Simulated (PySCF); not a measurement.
**C5H12N2OSi: density, localisation and related maps**

Input file:

```
{"job": {"kind": "nmr", "xc": "PBE0", "basis": "pcSseg-1"}, "charge": 0, "multiplicity": 1}
C      3.267700    -0.207245    -0.473528
C      2.028039    -0.842913     0.116540
O      2.068882    -1.688947     0.989237
N      0.853320    -0.420252    -0.424949
C     -0.424815    -0.886402     0.069618
C     -1.491901    -0.564769    -0.975848
N     -1.670007     0.878169    -0.914014
Si    -1.482594     1.492311     0.713803
C     -0.823963    -0.154041     1.367812
H      3.427388    -0.568540    -1.501305
H      3.181954     0.889445    -0.511273
H      4.131962    -0.487288     0.139434
H      0.838326     0.367075    -1.062699
H     -0.338683    -1.969028     0.246636
H     -1.149445    -0.887545    -1.974151
H     -2.412297    -1.138570    -0.745370
H     -2.249345     1.289399    -1.634317
H     -2.753107     1.932805     1.377047
H     -0.535498     2.650340     0.778411
H      0.022871    -0.110290     2.066308
H     -1.639713    -0.697319     1.873743
```

Launched as:

```sh
OMP_NUM_THREADS=1 python probes_run.py task.json out
```

Geometry: PBE0-D3(BJ)/def2-SVP.

All numbers below come from PySCF 2.14.0, PBE0/pcSseg-1, SCF density, gas phase, non-relativistic.

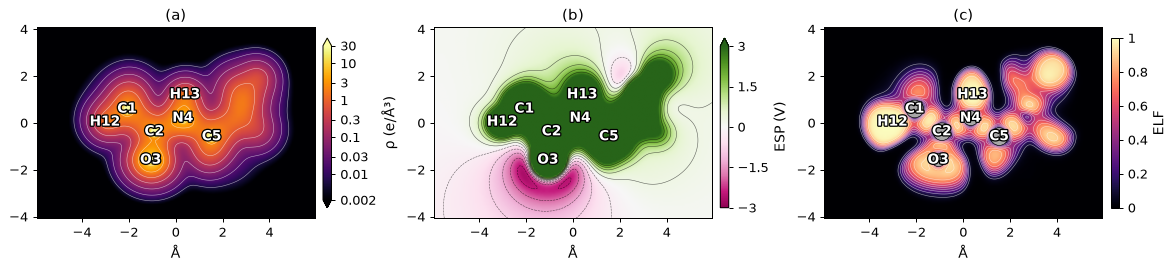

Figure 1. (a) electron density; (b) molecular electrostatic potential; (c) ELF on the plane of atoms C1, C2 and O3. Grey discs cover the atomic cores in the ELF map.

> Describe what can be read from this map.

- The plane passes through C, O, N and H nuclei.
- C–O (1.22 Å): the density is about 3.2 e/Å³ at the midpoint; the ELF peaks at about 0.85 between the atoms; a short, multiple covalent bond.
- C–N (1.36 Å): the density is about 2.3 e/Å³ at the midpoint; the ELF peaks at about 0.90 between the atoms (a covalent bond).
- C–C (1.51 Å): ρ is about 1.7 e/Å³ halfway; the ELF peaks at about 0.95 between the atoms: a covalent bond.
- N–H (1.01 Å): the density is about 2.9 e/Å³ at the midpoint; the ELF climbs to about 1 towards the hydrogen, as it does in any bond to H; an ordinary covalent bond to hydrogen.
- C–N (1.45 Å): the density is about 1.9 e/Å³ at the midpoint; the ELF peaks at about 0.95 between the atoms; a covalent bond.
- The ELF also peaks beside O3, away from the bonds: lone-pair regions.
- Outside the dense part of the molecule the potential is most negative (−2.7 V) near O3.

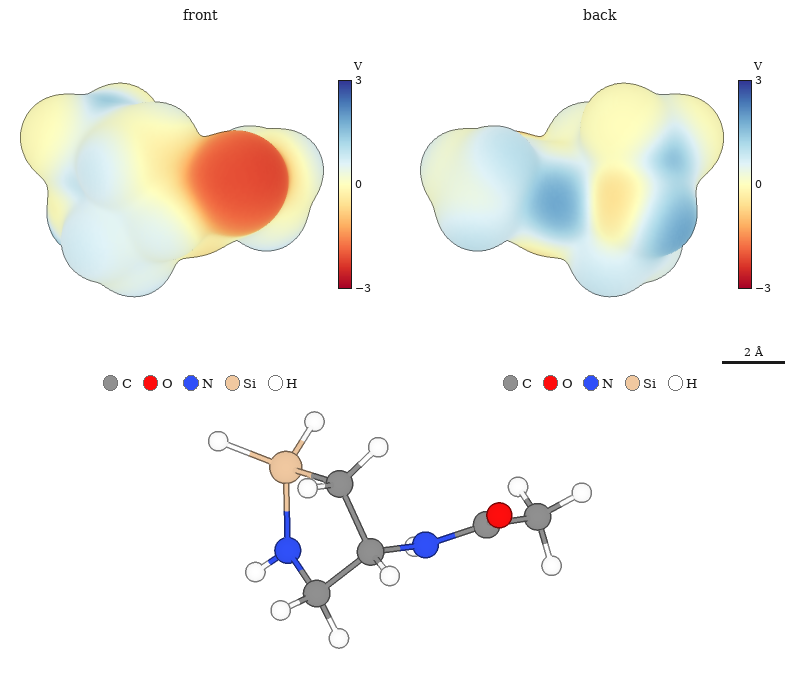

Figure 2. The molecular electrostatic potential painted on the density surface at 0.002 e/bohr³, seen from the front and from behind; the colour scale runs from red (negative) to blue (positive). The bare structure is drawn below in the same view.

> Describe the electrostatic potential map.

The most negative region (about −2.1 V) lies over O3, the most positive (about +1.8 V) over H13 and H17. O3 is the likeliest acceptor of a hydrogen bond.

> What dipole moment does the calculation give?

Its dipole moment is 3.69 D.
